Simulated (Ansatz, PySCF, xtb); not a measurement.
N2 (SMILES N#N) and AsH3 (SMILES [AsH3]) are pulled apart as rigid monomers along the line of their centres of mass, from the B3LYP-D3(BJ)/def2-TZVP minimum. Starting geometry (charge 0, multiplicity 1):
```xyz
6

N      0.2416    -0.2329    -1.0082
N      0.4601    -0.6963    -0.0452
As    -0.3685     0.0808     3.2832
H      1.1162    -0.2562     3.3540
H     -0.7518    -1.3874     3.1392
H     -0.5133     0.0315     4.8011
```

Interaction energies with rigid monomers; basis-set methods are counterpoise corrected unless marked otherwise.

Frozen-core correlation. Filled d and f shells under p-block atoms count as core. Rows in 6-31G* carry no dispersion term and start afresh at each structure (6-31G* with six Cartesian d functions); the Pople sets are all-electron and without relativity.

The values were computed with Ansatz (Gaussian basis) for Hartree–Fock, density functionals and correlated methods; PySCF for 6-31G* rows, the dispersion terms; xtb for the GFN methods. 

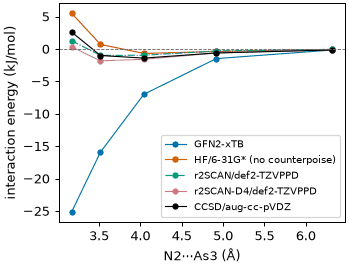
Interaction energy against separation

**Question.** Which level binds most strongly at N2···As3 = 3.52, and by how much?

**Answer.** GFN2-xTB, -16 kJ/mol.

Ansatz is a program for electronic structure.
